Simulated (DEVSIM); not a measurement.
Device: abrupt Si p-n junction, at 300 K.

```csv
layer (left to right),material,thickness (μm),Nd (cm⁻³),Na (cm⁻³),τn (s),τp (s)
1,Si,4.50,-,6.9e16,2.9e-5,2.9e-5
2,Si,14.0,6.9e17,-,2.9e-5,2.9e-5
```

Left contact: ohmic. Right contact: ohmic. Voltage is applied to the left contact. Recombination: SRH at mid-gap, radiative, Auger. Mobility is constant in doping.

This is a model device: material constants are rounded textbook-type values typed into the input, and sizes, dopings and lifetimes were drawn at random. Values at 300 K.

| parameter | Si |
|---|---|
| gap (eV) | 1.124 |
| affinity (eV) | 4.05 |
| permittivity | 11.7 |
| Nc (cm⁻³) | 2.86e19 |
| Nv (cm⁻³) | 3.1e19 |
| μn (cm²/Vs) | 1417 |
| μp (cm²/Vs) | 470 |
| B (cm³/s) | 4.7e-15 |
| Cn (cm⁶/s) | 2.8e-31 |
| Cp (cm⁶/s) | 9.9e-32 |

Model (solved in DEVSIM): 1D drift-diffusion, Boltzmann statistics, complete ionisation; no tunnelling, impact ionisation, image-force lowering or self-heating.

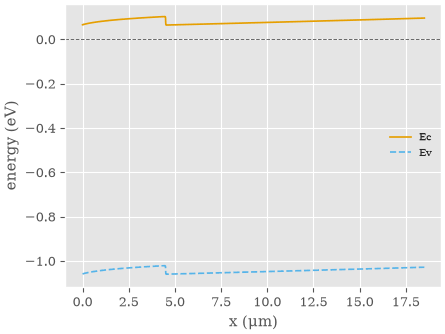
Figure. Band edges at 0.9 V on the left contact

Energies count from the Fermi level of the right contact; mesh points crowd at the junctions.

| x (μm) | Ec (eV) | Ev (eV) | n (cm⁻³) | p (cm⁻³) | field (V/cm) |
|---|---|---|---|---|---|
| 0.000 | 0.066 | -1.058 | 1700 | 6.9e16 | 240 |
| 0.03473 | 0.067 | -1.057 | 2.0e15 | 7.1e16 | 230 |
| 0.1192 | 0.069 | -1.055 | 6.7e15 | 7.6e16 | 210 |
| 0.3244 | 0.073 | -1.052 | 1.7e16 | 8.6e16 | 160 |
| 1.100 | 0.082 | -1.042 | 5.0e16 | 1.2e17 | 100 |
| 2.589 | 0.094 | -1.030 | 1.0e17 | 1.7e17 | 61 |
| 3.728 | 0.100 | -1.024 | 1.4e17 | 2.1e17 | 48 |
| 4.287 | 0.102 | -1.022 | 1.6e17 | 2.3e17 | 43 |
| 4.427 | 0.103 | -1.021 | 1.7e17 | 2.3e17 | 42 |
| 4.484 | 0.101 | -1.023 | 1.8e17 | 2.2e17 | -3000 |
| 4.511 | 0.066 | -1.058 | 7.0e17 | 5.7e16 | -3700 |
| 4.589 | 0.065 | -1.059 | 7.4e17 | 5.3e16 | 21 |
| 4.753 | 0.065 | -1.059 | 7.4e17 | 5.3e16 | 21 |
| 5.153 | 0.066 | -1.058 | 7.4e17 | 5.2e16 | 21 |
| 6.678 | 0.069 | -1.055 | 7.4e17 | 4.8e16 | 22 |
| 9.864 | 0.076 | -1.048 | 7.3e17 | 3.9e16 | 22 |
| 14.71 | 0.087 | -1.037 | 7.1e17 | 2.1e16 | 23 |
| 16.96 | 0.093 | -1.031 | 7.0e17 | 9.3e15 | 24 |
| 18.06 | 0.095 | -1.029 | 6.9e17 | 2.8e15 | 24 |
| 18.34 | 0.096 | -1.028 | 6.9e17 | 1.1e15 | 24 |
| 18.45 | 0.096 | -1.028 | 6.9e17 | 3.4e14 | 25 |
| 18.50 | 0.096 | -1.028 | 6.9e17 | 170 | 25 |
